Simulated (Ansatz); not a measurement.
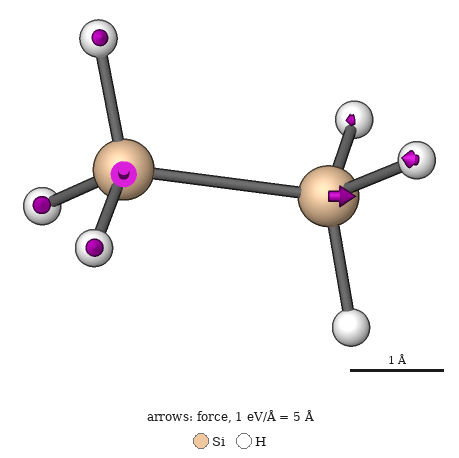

Starting geometry of Si$_{2}$H$_{6}$ with the computed forces as purple arrows. The picture is a ball-and-stick view, seen at a tilt.

It is one of the separated reactants of a reaction.

These are results of RKS PBE0-D4/def2-TZVP in Ansatz, not measurements. Set-up: force threshold 0.005 eV/Å; at most 200 steps.

Q: What follows when this structure is relaxed?

A: It isn't relaxed: the largest force vector, on a Si atom, is 0.14 eV/Å. The final displacements follow the starting forces only in part (cosine between the two patterns 0.39). The atom that moves furthest after the best rigid fit is an H atom (0.040 Å). Largest moves by element: H 0.040 Å, Si 0.017 Å. Over 2 geometry steps the energy falls by 0.05 kcal/mol. Largest force component: 0.13 eV/Å at the start, 0.0025 eV/Å at the end. The run took 3.1 s on 4 threads of Intel Xeon Platinum 8259CL @ 2.50GHz, on a shared host.
